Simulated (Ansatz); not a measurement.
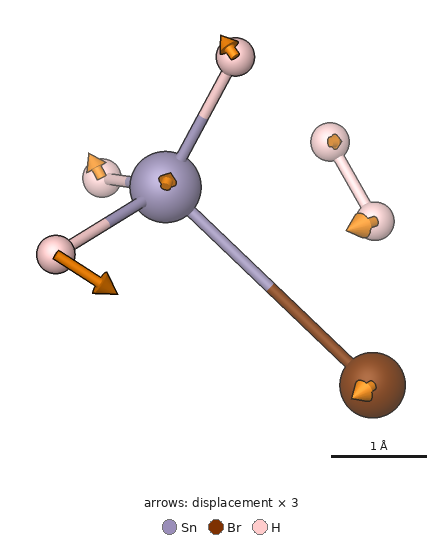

A constrained relaxation of SnH₅Br. The starting structure is drawn; orange arrows show the displacements, magnified 3 times. The two geometries are superimposed by the best rigid fit.

A ball-and-stick model, seen at a tilt.

The reaction that was planned forms Sn1–H7, Br2–H6 and breaks Sn1–Br2, H6–H7 (atoms numbered from 1 in input order).

These are results of Ansatz 0.2.0, RKS PBE0-D4/def2-SVP, not measurements. (held fixed: the distance between atoms 1 (Sn) and 7 (H), the distance between atoms 2 (Br) and 6 (H), the distance between atoms 1 (Sn) and 2 (Br), the distance between atoms 6 (H) and 7 (H), counting from 1; force threshold 0.08 eV/Å; at most 120 steps)

Q: Which element moves most?

A: Hydrogen: up to 0.27 Å, against 0.12 Å for bromine.

Q: What happened in the run?

A: The atom that moves furthest after the best rigid fit is an H atom (0.27 Å). By element the largest moves are H 0.27 Å, Br 0.12 Å, Sn 0.07 Å. Some distances before and after: H–Sn 2.530 → 2.373 Å, H–Sn 1.756 → 1.718 Å. Bond angles that change, for instance: Br–Sn–H 103.5° → 90.8°, Br–Sn–H 105.5° → 109.6°, Br–Sn–H 105.5° → 109.6°. The optimiser took 4 steps. The run took of the order of 22 core-seconds on a shared host.
